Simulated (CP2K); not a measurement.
# AlSnH5O (SMILES [OH][SnH2][AlH2]), run twice

Wanted: a single-point energy of AlSnH5O, GFN0-xTB.

The results are computed with CP2K 2026.2.

1 further run of the same task is left out (set aside as unsound or not needed).

**1. The molecule**

The species is AlSnH5O (8 atoms), meant as a singlet with charge 0. As SMILES, `[OH][SnH2][AlH2]`. Geometry: a rough force-field guess. This is one conformer, not always the lowest.

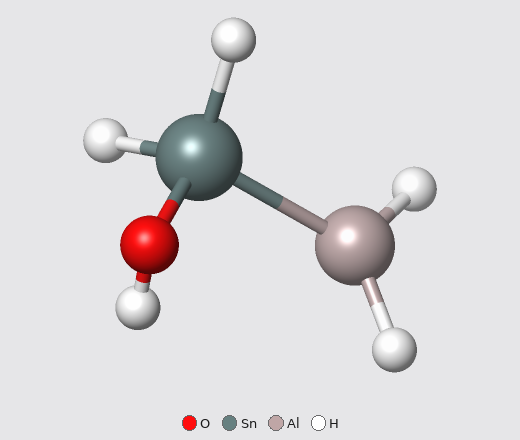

Viewed from a chosen angle; oxygen red, tin teal, aluminium light grey, hydrogen white.

**2. First attempt**

Contents of gas.inp:

```
&GLOBAL
    PROJECT_NAME gas
    RUN_TYPE ENERGY
    PRINT_LEVEL MEDIUM
&END GLOBAL
&FORCE_EVAL
    METHOD Quickstep
    &DFT
        &QS
            METHOD XTB
            EPS_DEFAULT 1.0E-10
            &XTB
                GFN_TYPE 0
                CHECK_ATOMIC_CHARGES F
            &END XTB
        &END QS
        &POISSON
            PERIODIC NONE
            POISSON_SOLVER ANALYTIC
        &END POISSON
        &SCF
            SCF_GUESS ATOMIC
            EPS_SCF 1.0E-06
            MAX_SCF 150
            ADDED_MOS 4
            &DIAGONALIZATION
                ALGORITHM STANDARD
            &END DIAGONALIZATION
            &MIXING
                METHOD DIRECT_P_MIXING
                ALPHA 0.4
            &END MIXING
            &SMEAR ON
                METHOD FERMI_DIRAC
                ELECTRONIC_TEMPERATURE [K] 300
            &END SMEAR
        &END SCF
        &PRINT
            &MOMENTS
                PERIODIC F
                REFERENCE COM
                MAX_MOMENT 1
            &END MOMENTS
            &MO ON
                ENERGIES T
                OCCUPATION_NUMBERS T
                NDIGITS 6
                &EACH
                    QS_SCF 0
                &END EACH
                ADD_LAST NUMERIC
            &END MO
            &HIRSHFELD OFF
            &END HIRSHFELD
        &END PRINT
    &END DFT
    &SUBSYS
        &CELL
            ABC [Ang] 16.6 16.8 14.7
            PERIODIC NONE
        &END CELL
        &COORD
            UNIT bohr
            O     -3.8540964     0.8738094    -1.1415836
            Sn    -0.4161177     1.8010980    -0.2779787
            Al     1.8953953    -2.3270087     1.1816457
            H     -3.6560531    -0.4412511    -2.3799211
            H      1.1258988     3.0458606    -2.9612008
            H     -0.3877718     4.0625332     2.1682718
            H      0.5383830    -4.9609090     1.2789666
            H      4.9284057    -2.1622246     2.0261644
        &END COORD
        &TOPOLOGY
            &CENTER_COORDINATES
            &END CENTER_COORDINATES
        &END TOPOLOGY
    &END SUBSYS
&END FORCE_EVAL
```

The run is started by

```console
$ OMP_NUM_THREADS=1 cp2k.psmp gas.inp > gas.out
```

What it wrote:

```text
*******************************************************************************
 *   ___                                                                       *
 *  /   \                                                                      *
 * [ABORT]                                                                     *
 *  \___/                            Unknown unit: Ang                         *
 *    |                                                                        *
 *  O/|                                                                        *
 * /| |                                                                        *
 * / \                                                   common/cp_units.F:384 *
 *******************************************************************************

 ===== Routine Calling Stack =====

            6 val_create_parsing
            5 section_vals_parse
            4 section_vals_parse
            3 section_vals_parse
            2 section_vals_parse
            1 read_input
```

Wall time 0.74 s (1 thread of Intel Xeon 6975P-C (Granite Rapids), shared host); peak memory 0.17 GiB.

**3. Reading the log**

The program refused the input.

The telling line is `\___/                            Unknown unit: Ang`. Cause: the input holds a word that the program doesn't know.

**4. The mended input**

Contents of calc.inp:

```
&FORCE_EVAL
  METHOD QUICKSTEP
  &DFT
    &QS
      METHOD XTB
      EPS_DEFAULT 1.0E-10
      &XTB
        GFN_TYPE 0
        CHECK_ATOMIC_CHARGES F
      &END
    &END
    &POISSON
      PERIODIC NONE
      POISSON_SOLVER ANALYTIC
    &END
    &SCF
      SCF_GUESS ATOMIC
      EPS_SCF 1.0E-06
      MAX_SCF 150
      ADDED_MOS 4
      &DIAGONALIZATION
        ALGORITHM STANDARD
      &END
      &MIXING
        METHOD DIRECT_P_MIXING
        ALPHA 0.4
      &END
      &SMEAR ON
        METHOD FERMI_DIRAC
        ELECTRONIC_TEMPERATURE [K] 300
      &END
    &END
    &PRINT
      &MOMENTS
        PERIODIC F
        REFERENCE COM
        MAX_MOMENT 1
      &END
      &MO ON
        ENERGIES T
        OCCUPATION_NUMBERS T
        NDIGITS 6
        &EACH
          QS_SCF 0
        &END
        ADD_LAST NUMERIC
      &END
      &HIRSHFELD OFF
      &END
    &END
  &END
  &SUBSYS
    &CELL
      ABC 16.6 16.8 14.7
      PERIODIC NONE
    &END
    &COORD
      UNIT bohr
      O     -3.8540964     0.8738094    -1.1415836
      Sn    -0.4161177     1.8010980    -0.2779787
      Al     1.8953953    -2.3270087     1.1816457
      H     -3.6560531    -0.4412511    -2.3799211
      H      1.1258988     3.0458606    -2.9612008
      H     -0.3877718     4.0625332     2.1682718
      H      0.5383830    -4.9609090     1.2789666
      H      4.9284057    -2.1622246     2.0261644
    &END
    &TOPOLOGY
      &CENTER_COORDINATES
      &END
    &END
  &END
&END
&GLOBAL
  PROJECT_NAME calc
  RUN_TYPE ENERGY
  PRINT_LEVEL MEDIUM
&END
```

The run is started by

```console
$ OMP_NUM_THREADS=1 cp2k.psmp -i calc.inp > calc.out 2>&1
```

What it wrote:

```text
CP2K| version string:                                       CP2K version 2026.2
[...]
 GLOBAL| Method name                                                        CP2K
[...]
 GLOBAL| Run type                                                         ENERGY
[...]
                             - Atoms:                                          8
[...]
                             - Spherical basis functions:                     32
[...]
 Number of electrons:                                                         18
[...]
  Fermi energy:                                                -0.30465920997734
[...]
 TB_DIPOLE| Moment [Debye]          1.76975635      -3.09381382       0.64005646
 TB_DIPOLE| Derivative [a.u.]       0.00000000       0.00000000       0.00000000
[...]
 ENERGY| Total FORCE_EVAL ( QS ) energy [hartree]             -9.828714426312940
[...]
```

It took 0.76 s on 1 thread of Intel Xeon 6975P-C (Granite Rapids), shared host; peak memory 0.19 GiB.

**5. Summary of results**

Level: GFN0-xTB.

| quantity | value |
| --- | --- |
| total energy | -9.82871 Eh |
| dipole moment (from atomic charges alone) | 3.62 D |
| HOMO energy | -11.40 eV |
| LUMO energy | -7.39 eV |
| HOMO–LUMO gap | 4.00 eV |
| dispersion energy | -4.28 kJ/mol |

The dipole comes from point charges on the atoms alone, without atomic dipoles, so it is partial.
